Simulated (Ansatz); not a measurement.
# A hypothetical structure for Al3C, part 2 of 2

Starting from a made-up structure for Al3C, the aim is the relaxed cell, its shortest contacts and, where a second run follows, its electronic structure.

Ansatz 0.2.0; DFT, r2SCAN, plane-wave PAW, files of the set soft_1, scalar-relativistic, no spin, cell and ions relaxed at zero pressure; PAW set soft_1 (the session's first sound run).

So far: The structure; Relaxation of the guess.

**2. Relaxation of the guess (continued)**

Step by step:

```csv
step,energy less that of the first step (eV),largest force component (eV/Å),pressure (GPa),volume (Å³)
1,0.0000,0.0965,-10.72,117.48
2,-0.4503,0.2346,-1.88,106.62
3,-0.4749,0.0358,-0.16,105.39
4,-0.4767,0.0115,-0.08,105.32
5,-0.4774,0.0020,0.04,105.19
6*,-0.4766,0.0019,0.04,105.19
7,-0.4766,0.0000,0.00,105.23
8*,-0.4766,0.0000,0.00,105.23
```

Relaxation steps marked * repeat the geometry before them on a plane-wave basis chosen anew for their cell, so energy and pressure can jump there.

The run keeps the 12 symmetry operations that it works with, so distortions that break them were not tested.

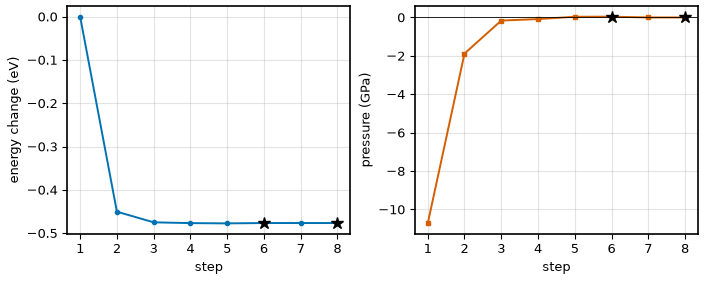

Energy and pressure along the relaxation. Stars mark steps on a basis chosen anew.

```csv
"conventional cell, symmetrised",before,after,change
a (Å),5.259,5.122,-2.6 %
b (Å),5.259,5.122,-2.6 %
c (Å),4.905,4.632,-5.6 %
volume (Å³/atom),14.69,13.15,-10.4 %
```

The atoms that moved most (Å, as changes of fractional coordinates times the final cell):

```csv
atom,dx,dy,dz,length
Al6,-0.010,0.017,0.000,0.020
Al2,0.010,0.017,0.000,0.020
Al3,-0.020,0.000,0.000,0.020
Al1,0.010,-0.017,0.000,0.020
Al5,-0.010,-0.017,0.000,0.020
Al4,0.020,0.000,0.000,0.020
```

Numbers from this step:

```
free energy             : -3743.6657 eV
energy at zero smearing : -3743.6536 eV
smearing term TS        : 0.02420 eV
Fermi energy            : 9.055 eV
electrons               : 26
symmetry operations     : 12
pressure                : 1.84e-4 GPa
```

Shortest distances by pair of elements, guess and relaxed (not always the same contact):

```csv
pair,guess (Å),relaxed (Å)
Al–C,2.149,2.081
Al–Al,2.995,2.852
C–C,3.903,3.756
```

The relaxation ends with a largest force component of 4.7e-5 eV/Å and a pressure of 0.00 GPa.

**3. Electronic structure of the relaxed cell**

A second self-consistent run takes a narrower smearing and the mesh shown in its input; the bands follow along the standard path of the relaxed lattice.

This step: DFT, r2SCAN, plane-wave PAW, files of the set soft_1, scalar-relativistic, no spin, bands and density of states at the relaxed cell; PAW set soft_1 (Ansatz 0.2.0).

input.yaml reads:

```yaml
crystal:
  lattice:
    - [5.1217182843, 0.0, 0.0]
    - [-2.5608591422, 4.4355381452, 0.0]
    - [0.0, 0.0, 4.6319417506]
  atoms:
    - { symbol: Al, position: [0.0, 0.324862364, 0.5] }
    - { symbol: Al, position: [0.675137636, 0.675137636, 0.5] }
    - { symbol: Al, position: [0.324862364, 0.0, 0.5] }
    - { symbol: Al, position: [0.675137636, 0.0, 0.0] }
    - { symbol: Al, position: [0.324862364, 0.324862364, 0.0] }
    - { symbol: Al, position: [0.0, 0.675137636, 0.0] }
    - { symbol: C, position: [0.6666666667, 0.3333333333, 0.75] }
    - { symbol: C, position: [0.3333333333, 0.6666666667, 0.25] }
kpoints:
  mp_grid: { grid: [8, 8, 8] }
  band_path:
    path:
      - [[0.0, 0.0, 0.0], [0.5, 0.0, 0.0], [0.33333333, 0.33333333, 0.0], [0.0, 0.0, 0.0], [0.0, 0.0, 0.5], [0.5, 0.0, 0.5], [0.33333333, 0.33333333, 0.5], [0.0, 0.0, 0.5]]
      - [[0.5, 0.0, 0.5], [0.5, 0.0, 0.0]]
      - [[0.33333333, 0.33333333, 0.0], [0.33333333, 0.33333333, 0.5]]
    npoints: 8
scf:
  occupations: { method: fermi_dirac, width: 0.03 }
  n_extra_bands: 12
hamiltonian:
  xc: r2scan
  pseudopotentials: { kind: paw, azcp: { folder: soft_1 } }
output:
  forces: true
  stress: true
  write_bands: true
  dos: { projected: true }
  write_density: true
  write_potential: true
  elf: true
  volumetric_format: npy
```

On the command line:

```sh
$ ansatz run input.yaml --threads 4 --pin off --max-ram 10240MiB --backend cpu --events-out ev --progress --plain --runs-dir out
```

Numbers of over 12 decimals in the logs are rounded to 6 here.

The log of the run:

```text
[...]
Crystal: 8 atoms, lattice volume = 105.226 Å³
Basis set: ecut = 500 eV, 2693 PW (Γ), exchange–correlation on 160×160×144 points (64 copies of the dense FFT grid, shifted against one another)
Bands: 25, of which v1, the nominal top of the filled ones, is band 13 counted from 1 (12 counted from 0)
Symmetry: 12 space group operations
[...]
k-points: 50 of 512 (time reversal used)
[...]
SCF iter   1: F=—  HF=-3745.358312 eV  |F-HF|=—  |Δ(HF+E_count)|=         —  Δρ=6.99e-2  dr2=8.42e0  dr2_τ=8.43e-1  ethr=3.10e-3  ⟨swp⟩=5.9  Hψ=6628  notcnv=0  defer=76
[...]
SCF iter   7: F=-3743.674798 eV  HF=-3743.674798 eV  |F-HF|=1.56e-8  |Δ(HF+E_count)|=   2.81e-7  Δρ=7.16e-6  dr2=2.91e-8  dr2_τ=1.88e-9  ethr=3.85e-10  ⟨swp⟩=15.0  Hψ=9951  notcnv=0
SCF 1 converged in 7 iterations: F = -3743.674798 eV  dr2 = 2.91e-8
[...]
NSCF: frozen V_eff on 75 k-points
SCF converged after 7 iterations
Free energy (F): -3743.674798 eV
[...]
Internal energy: -3743.669351 eV  (E = F + TS)
E sigma→0 (E₀):  -3743.672075 eV
Entropy (-TS):   -0.005447 eV (-0.681 meV/atom)
Fermi energy:    9.010925 eV
[...]
--- Forces (eV/Å), atoms counted from 1 ---
  atom   1  Al    -0.01192598     0.02065641     0.00000000
  atom   2  Al    -0.01192598    -0.02065641    -0.00000000
  atom   3  Al     0.02385197     0.00000000     0.00000000
  atom   4  Al    -0.02385197    -0.00000000     0.00000000
  atom   5  Al     0.01192598     0.02065641    -0.00000000
  atom   6  Al     0.01192598    -0.02065641     0.00000000
  atom   7  C      0.00000000    -0.00000000     0.00000000
  atom   8  C     -0.00000000     0.00000000     0.00000000
  max |Σ_I F_I| component: 1.57e-16 eV/Å
--- Stress (GPa, compression-positive) ---
        0.648204       0.000000      -0.000000
        0.000000       0.648204       0.000000
        0.000000       0.000000      -1.113214
  P = ⅓ Tr σ = 0.0611 GPa (0.611 kbar)
--- Band table (eV; the first three rows and the last of 50) ---
  k-point 0: bands = [... 9 lower, 5.0497, 7.3803, 7.3803, 8.3754, 9.5438, 9.8151, 9.8151, 11.5596, ... 8 higher]
  k-point 1: bands = [... 9 lower, 5.2040, 6.8982, 7.4709, 8.8365, 8.8767, 8.9310, 9.6473, 12.4706, ... 8 higher]
  k-point 2: bands = [... 9 lower, 6.0904, 6.3103, 7.2636, 7.8434, 8.2707, 8.7548, 9.8585, 12.9220, ... 8 higher]
  k-point 49: bands = [... 9 lower, 6.0839, 7.5124, 7.5124, 10.1089, 10.1089, 11.8116, 11.8116, 12.2813, ... 8 higher]
```

Elapsed: 4 s, on 4 threads of AMD EPYC 9B45 (Zen 5), shared host; peak memory 0.69 GiB; 15 s of CPU time.

Numbers from this step:

| Property | Result |
| --- | --- |
| free energy | -3743.6748 eV |
| energy at zero smearing | -3743.6721 eV |
| smearing term TS | 0.005447 eV |
| Fermi energy | 9.011 eV |
| pressure | 0.06106 GPa |

From bands.tsv, the bands that come nearest the Fermi level along the path, at its corners, in eV from the Fermi level:

```
point  band 10  band 11  band 12  band 13  band 14  band 15  band 16  band 17
    Γ    -3.96    -1.63    -1.63    -0.64     0.53     0.80     0.80     2.55
    M    -2.15    -1.70    -1.21    -0.62     0.37     1.14     1.35     2.07
    K    -2.00    -2.00    -1.66    -0.13    -0.13     0.01     3.02     3.02
    Γ    -3.96    -1.63    -1.63    -0.64     0.53     0.80     0.80     2.55
    A    -3.72    -2.80    -2.80    -1.68    -1.68     1.52     1.52     5.01
    L    -2.88     0.22     0.22     0.39     0.39     1.80     1.80     3.18
    H    -2.82    -1.78    -1.78     1.11     1.11     3.13     3.13     3.17
    A    -3.72    -2.80    -2.80    -1.68    -1.68     1.52     1.52     5.01
    L    -2.88     0.22     0.22     0.39     0.39     1.80     1.80     3.18
    M    -2.15    -1.70    -1.21    -0.62     0.37     1.14     1.35     2.07
    K    -2.00    -2.00    -1.66    -0.13    -0.13     0.01     3.02     3.02
    H    -2.82    -1.78    -1.78     1.11     1.11     3.13     3.13     3.17
```

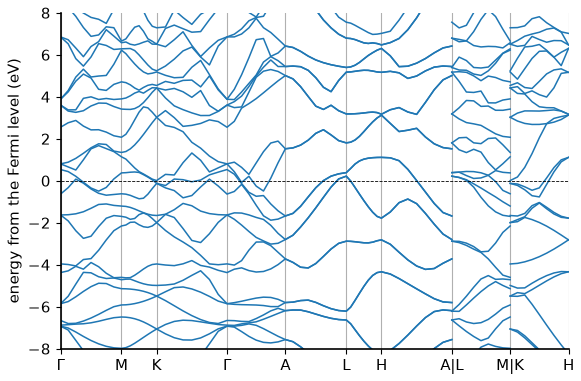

Bands along the path. 2 bands lie wholly below the window drawn.

Counts of states for the cell as run, both spins, by energy window (eV from the Fermi level):

```
from  to  total
  -8  -7   2.41
  -7  -6   2.48
  -6  -5   2.57
  -5  -4   2.41
  -4  -3   2.05
  -3  -2   1.74
  -2  -1   2.71
  -1   0   2.66
   0   1   2.55
   1   2   1.65
   2   3   2.94
   3   4   3.10
   4   5   3.03
   5   6   3.36
```

A further 6.9 states lie below the table's range.

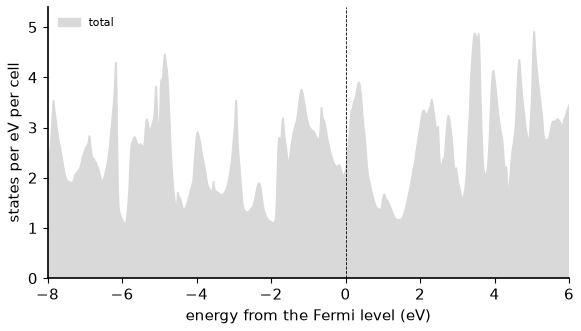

Total density of states, smoothed over about 0.04 eV.

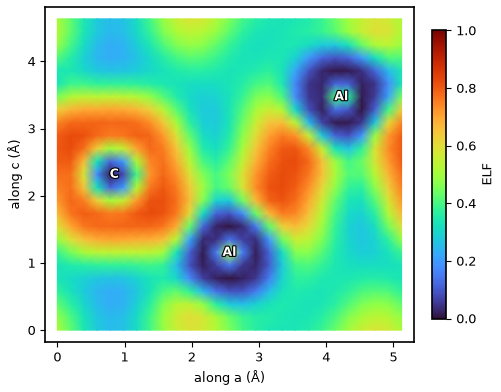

ELF in the ac plane at fractional y = 0.325, with atoms of Al and C within 0.2 Å of it. It is the smooth field of the valence electrons, not physical close to the nuclei. The map starts off the cell's origin, so that atoms lie inside it.

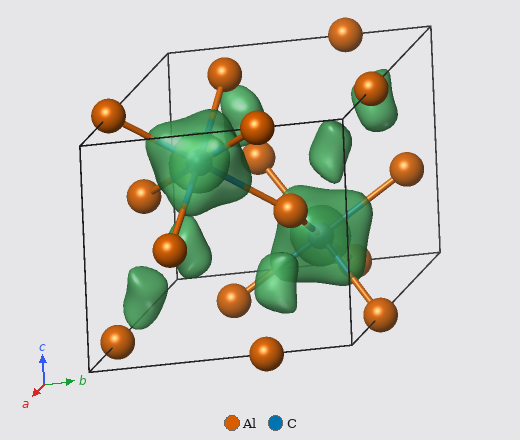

Surface of ELF = 0.75. Bonds to atoms that aren't drawn are left out.

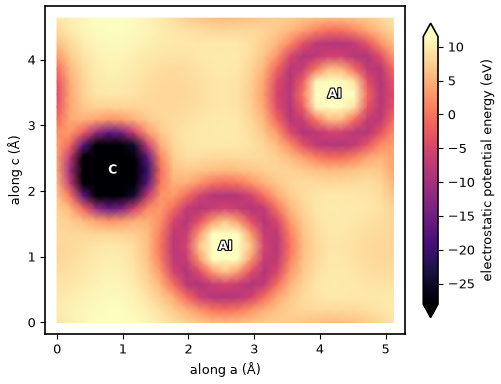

Electrostatic potential energy in the ac plane at fractional y = 0.325, with atoms of Al and C within 0.2 Å of it. With pseudopotentials it is smooth inside the atoms' cores, unlike the true potential. The map starts off the cell's origin, so that atoms lie inside it.

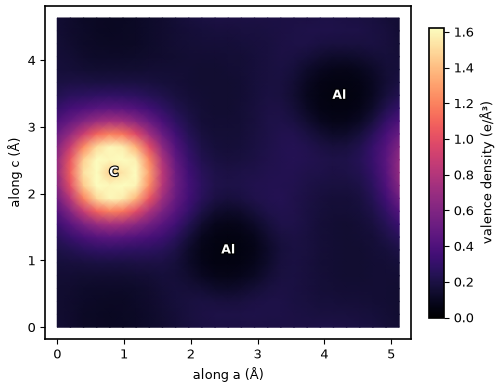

Valence density in the ac plane at fractional y = 0.325, with atoms of Al and C within 0.2 Å of it. It is the smooth field of the valence electrons, not physical close to the nuclei. The map starts off the cell's origin, so that atoms lie inside it.

**4. Results**

| Property | Result |
| --- | --- |
| space group, relaxed | P6_322 |
| conventional cell | a = 5.122, b = 5.122, c = 4.632 Å; α = 90.0°, β = 90.0°, γ = 120.0° |
| volume per atom | 13.15 Å³ (guess 14.69) |

In words: Al3C relaxes to P6_322 with a = 5.122, b = 5.122 and c = 4.632 Å. The guessed volume was 12 % too large. The space group P6_322 was held in the relaxation, so the end point is a stationary structure within it and may be a saddle against distortions or other arrangements. Bands cross the Fermi level, so it is a metal or semimetal at this level. On the 8×8×8 mesh with the narrower smearing (relaxed on 6×6×6) the largest force component is 0.024 eV/Å and the largest stress component is 1.113 GPa, against the relaxation's thresholds of 0.015 eV/Å and 0.05 GPa. The cutoff wasn't tested. No dispersion term is used, so weakly bound directions may come out too long. Nothing here tests whether the compound is stable against decomposition.

[Logs are printed without paths, hosts, clocks, repeated set-up lines and the standing remarks that a program may print on its own settings, such as how far it seeks lower states.]

[Hosts, paths, dates, database ids (printed as entryN), source tags and the programs' standing remarks are cut or masked in the printed files.]
